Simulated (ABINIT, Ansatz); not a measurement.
**A GW chain in ABINIT: SiC (P6_3mc)**

Wanted: ground state, empty states, screening and self-energy for SiC (P6_3mc).

Main program and level: ABINIT 10.8.3; PBE and many-body steps on it, plane waves.

**What was measured.**

- Gap 3.33 eV: band gap at cryogenic temperature; bulk crystal (literature value) (quoted in “Silicon carbide diodes for neutron detection”, 2020, arxiv:2009.14696).

## Step 1: Starting point

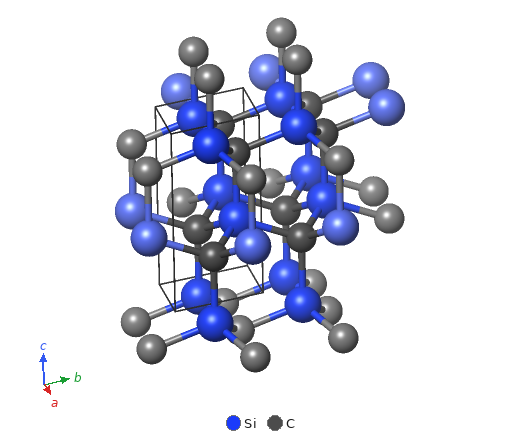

Start, viewed slightly off an axis; silicon blue, carbon dark grey. 2×2×1 cells are drawn. Some periodic images of atoms are drawn too.

The cell and positions are those that the Materials Project relaxed with its own functionals (PBE, PBE+U or r2SCAN), kept fixed.

## Step 2: Ground state

This step: ABINIT 10.8.3; DFT, PBE, plane waves, norm-conserving pseudopotentials.

The ground-state density comes first.

run.abi reads:

```
acell 3*1.0 Angstrom
rprim 
  3.073513928196 0.000000000001 0.000000000000
  -1.536756964099 2.661741140703 0.000000000000
  0.000000000000 0.000000000000 5.045247710000
ntypat 2
znucl 14 6
natom 4
typat 1 1 2 2
xred 
  0.333333333333 0.666666666667 0.499602400000
  0.666666666667 0.333333333333 0.999602400000
  0.333333333333 0.666666666667 0.875397600000
  0.666666666667 0.333333333333 0.375397600000
pp_dirpath "pseudos"
pseudos "Si.upf, C.upf"
ecut 37
ngkpt 6 6 4
nshiftk 1
shiftk 0 0 0
kptopt 1
chksymbreak 0
nband 14
occopt 1
tolvrs 1e-10
nstep 60
prtwf 0
optforces 0
optstress 0
indata_prefix "in"
outdata_prefix "out"
tmpdata_prefix "tmp"
```

Run with:

```sh
OMP_NUM_THREADS=1 mpirun -n 8 abinit run.abi > log
```

Numbers of over 12 decimals in the logs are rounded to 6 here.

The program printed:

```text
.Version 10.8.3 of ABINIT. v10.8.2 released Aug 2026.

 Symmetries : space group P6_3 m c (#186); Bravais hP (primitive hexag.)
================================================================================
 Values of the parameters that define the memory need of the present run
     intxc =       0    ionmov =       0      iscf =       7    lmnmax =       6
     lnmax =       6     mgfft =      54  mpssoang =       3    mqgrid =    3001
     natom =       4  nloc_mem =       1    nspden =       1   nspinor =       1
    nsppol =       1      nsym =      12    n1xccc =    2501    ntypat =       2
    occopt =       1   xclevel =       2
-    mband =          14        mffmem =           1         mkmem =           3
       mpw =        3015          nfft =       55296          nkpt =          21
================================================================================
  Rough estimation (10% accuracy) of disk space for files :
================================================================================

--------------------------------------------------------------------------------
------------- Echo of variables that govern the present computation ------------
--------------------------------------------------------------------------------
 -outvars: echo values of preprocessed input variables --------
            acell      1.8897261259E+00  1.8897261259E+00  1.8897261259E+00 Bohr

      chksymbreak           0
             ecut      3.70000000E+01 Hartree
-          fftalg         312

              ixc     -101130
              kpt      0.00000000E+00  0.00000000E+00  0.00000000E+00
                       1.66666667E-01  0.00000000E+00  0.00000000E+00
                       3.33333333E-01  0.00000000E+00  0.00000000E+00
                       5.00000000E-01  0.00000000E+00  0.00000000E+00
                       1.66666667E-01  1.66666667E-01  0.00000000E+00
                       3.33333333E-01  1.66666667E-01  0.00000000E+00
                       3.33333333E-01  3.33333333E-01  0.00000000E+00
                       0.00000000E+00  0.00000000E+00  2.50000000E-01
                       1.66666667E-01  0.00000000E+00  2.50000000E-01
   [... 10 further rows ...]
                       3.33333333E-01  1.66666667E-01  5.00000000E-01
                       3.33333333E-01  3.33333333E-01  5.00000000E-01
         kptrlatt        6    0    0      0    6    0      0    0    4
          kptrlen      3.48485974E+01
P           mkmem           3
            natom           4
            nband          14
            ngfft          32      32      54
             nkpt          21
            nstep          60
             nsym          12
           ntypat           2
              occ      2.000000  2.000000  2.000000  2.000000  2.000000  2.000000
                       2.000000  2.000000  0.000000  0.000000  0.000000  0.000000
                       0.000000  0.000000
        optforces           0
        optstress           0
            prtwf           0
            rprim      3.0735139282E+00  1.0000000000E-12  0.0000000000E+00
[...]
spgroup         186

           tolvrs      1.00000000E-10

             xred      3.3333333333E-01  6.6666666667E-01  4.9960240000E-01
[...]
znucl       14.00000    6.00000

================================================================================

 chkinp: Checking input parameters for consistency.

================================================================================
== DATASET  1 ==================================================================
-   mpi_nproc: 8, omp_nthreads: 1 (-1 if OMP is not activated)

--- !DatasetInfo
iteration_state: {dtset: 1, }
dimensions: {natom: 4, nkpt: 21, mband: 14, nsppol: 1, nspinor: 1, nspden: 1, mpw: 3015, }
cutoff_energies: {ecut:  37.0, pawecutdg:  -1.0, }
electrons: {nelect:   1.60000000E+01, charge:   0.00000000E+00, occopt:   1.00000000E+00, tsmear:   1.00000000E-02, }

 Real(R)+Recip(G) space primitive vectors, cartesian coordinates (Bohr,Bohr^-1):
 R(1)=  5.8080996  0.0000000  0.0000000  G(1)=  0.1721734  0.0994043  0.0000000
 R(2)= -2.9040498  5.0299618  0.0000000  G(2)=  0.0000000  0.1988087  0.0000000
 R(3)=  0.0000000  0.0000000  9.5341364  G(3)=  0.0000000  0.0000000  0.1048863
 Unit cell volume ucvol=  2.7853521E+02 bohr^3
 Angles (23,13,12)=  9.00000000E+01  9.00000000E+01  1.20000000E+02 degrees

 getcut: wavevector=  0.0000  0.0000  0.0000  ngfft=  32  32  54
         ecut(hartree)=     37.000   => boxcut(ratio)=   2.01210

--- Pseudopotential description ------------------------------------------------
- Si Generated using ONCVPSP code by D. R. Hamann
- 14.00000   4.00000  171031                  znucl, zion, pspdat
12 -101130 2 -1 1510                          pspcod,pspxc,lmax,lloc,mmax
     nproj     2     2     2
  pspatm : epsatm=    9.34321561
         --- l  ekb(1:nproj) -->
[...]
pspatm: atomic psp has been read  and splines computed

- C Generated using ONCVPSP code by D. R. Hamann
-  6.00000   4.00000  171031                  znucl, zion, pspdat
12 -101130 1 -1 1248                          pspcod,pspxc,lmax,lloc,mmax
     nproj     2     2     0
  pspatm : epsatm=    4.31346680
         --- l  ekb(1:nproj) -->
[...]
pspatm: atomic psp has been read  and splines computed

   4.37013837E+02                                ecore*ucvol(ha*bohr**3)
--------------------------------------------------------------------------------

_setup2: Arith. and geom. avg. npw (full set) are    2994.063    2994.045

================================================================================

--- !BeginCycle
iteration_state: {dtset: 1, }
solver: {iscf: 7, nstep: 60, nline: 4, wfoptalg: 0, }
tolerances: {tolvrs: 1.00E-10, }

     iter   Etot(hartree)      deltaE(h)  residm     vres2
 ETOT  1  -20.336975920391    -2.034E+01 4.347E-02 5.934E+02
 ETOT  2  -20.462691230986    -1.257E-01 2.563E-02 2.485E+02
 ETOT  3  -20.538605009084    -7.591E-02 1.717E-02 1.887E-01
 ETOT  4  -20.538735445157    -1.304E-04 2.833E-03 8.735E-03
 ETOT  5  -20.538736809254    -1.364E-06 1.356E-03 3.124E-04
 ETOT  6  -20.538736838261    -2.901E-08 1.084E-03 3.211E-06
 ETOT  7  -20.538736838889    -6.274E-10 1.046E-03 8.042E-08
 ETOT  8  -20.538736838896    -7.631E-12 5.613E-04 2.603E-09
 ETOT  9  -20.538736838897    -4.761E-13 4.430E-04 4.651E-11

 At SCF step    9       vres2   =  4.65E-11 < tolvrs=  1.00E-10 =>converged.

--- !ResultsGS
iteration_state: {dtset: 1, }
comment   : Summary of ground state results
lattice_vectors:
- [  5.8080996,   0.0000000,   0.0000000, ]
- [ -2.9040498,   5.0299618,   0.0000000, ]
- [  0.0000000,   0.0000000,   9.5341364, ]
lattice_lengths: [   5.80810,    5.80810,    9.53414, ]
lattice_angles: [ 90.000,  90.000, 120.000, ] # degrees, (23, 13, 12)
lattice_volume:   2.7853521E+02
convergence: {deltae: -4.761E-13, res2:  4.651E-11, residm:  4.430E-04, diffor:  0.000E+00, }
etotal    :  -2.05387368E+01
entropy   :   0.00000000E+00
fermie    :   2.57677472E-01
cartesian_stress_tensor: null
pressure_GPa: null
xred      :
- [  3.3333E-01,   6.6667E-01,   4.9960E-01, Si]
- [  6.6667E-01,   3.3333E-01,   9.9960E-01, Si]
- [  3.3333E-01,   6.6667E-01,   8.7540E-01,  C]
- [  6.6667E-01,   3.3333E-01,   3.7540E-01,  C]
cartesian_forces: null
force_length_stats: {min: null, max: null, mean: null, }

 Integrated electronic density in atomic spheres:
 ------------------------------------------------
 Atom  Sphere_radius  Integrated_density
[...]
4        2.00000          4.24712568
================================================================================

 ----iterations are completed or convergence reached----

 Mean square residual over all n,k,spin=   19.529E-07; max=  44.295E-05
 reduced coordinates (array xred) for    4 atoms
       0.333333333333      0.666666666667      0.499602400000
       0.666666666667      0.333333333333      0.999602400000
       0.333333333333      0.666666666667      0.875397600000
       0.666666666667      0.333333333333      0.375397600000
 rms dE/dt=  0.0000E+00; max dE/dt=  0.0000E+00; dE/dt below (all hartree)
    1       0.000000000000      0.000000000000      0.000000000000
    2       0.000000000000      0.000000000000      0.000000000000
    3       0.000000000000      0.000000000000      0.000000000000
    4       0.000000000000      0.000000000000      0.000000000000

 cartesian coordinates (angstrom) at end:
    1     -6.7e-13     1.774494     2.520618
    2      1.536757     0.887247     5.043242
    3     -6.7e-13     1.774494     4.416598
    4      1.536757     0.887247     1.893974
 length scales=  1.889726125908  1.889726125908  1.889726125908 bohr
              =  1.000000000000  1.000000000000  1.000000000000 angstroms
 prteigrs : about to open file out_EIG
 Fermi (or HOMO) energy (hartree) =   0.25768   Average Vxc (hartree)=  -0.41505
 Eigenvalues (hartree) for nkpt=  21  k points:
 kpt#   1, nband= 14, wtk=  0.00694, kpt=  0.0000  0.0000  0.0000 (reduced coord)
  -0.31539   -0.18408   -0.06281    0.20921    0.20921    0.25351    0.25768    0.25768
   0.43483    0.48624    0.50324    0.50324    0.54293    0.58732
 prteigrs : prtvol=0 or 1, do not print more k-points.

--- !EnergyTerms
iteration_state     : {dtset: 1, }
comment             : Components of total free energy in Hartree
kinetic             :  1.18020030824377E+01
hartree             :  2.36725794098151E+00
xc                  : -7.56510193927157E+00
Ewald energy        : -2.09193919204293E+01
psp_core            :  1.56897162498227E+00
local_psp           : -8.30958140657659E+00
non_local_psp       :  5.17105778979293E-01
total_energy        : -2.05387368388967E+01
total_energy_eV     : -5.58887501127776E+02
band_energy         :  5.66994619632827E-01

== END DATASET(S) ==============================================================
================================================================================

 -outvars: echo values of variables after computation  --------
           etotal     -2.0538736839E+01
            nband          14
             nkpt          21
          spgroup         186
 [... the other variables as echoed above ...]

 Calculation completed.
```

Run time: 5.2 s. Hardware: 8 MPI ranks of Arm Neoverse V1, shared host; peak memory 0.53 GiB; 41 s of CPU time.

Numbers from this step:

```yaml
total_energy: -558.8875 eV
gap: 2.275 eV
k_of_the_valence_top: 0, 0, 0
k_of_the_conduction_bottom: 0.3333, 0.3333, 0
least_direct_gap: 3.985 eV
```

The gap is indirect, with the least direct gap 1.71 eV higher.

[end of part 1 of 3]

[Paths, hosts, dates, memory and timing lines, banners, echoed tables and standing remarks are left out of the program output.]

[Logs are printed without paths, hosts, clocks, repeated set-up lines and the standing remarks that a program may print on its own settings, such as how far it seeks lower states.]

[Runs of the session that timed out or met a known fault of the program may be left out.]

[Hosts, paths, dates, database ids (printed as entryN), source tags and the programs' standing remarks are cut or masked in the printed files.]

[G0W0 gaps are taken among the corrected bands and points alone; a level outside them can change the order at an edge.]

[Where Ansatz stands beside ABINIT at settings called matched, ABINIT's density can come from a denser mesh and the files from another edition; pairs whose starting gaps differed by over 0.03 eV were left out, so agreement reads better than it is.]
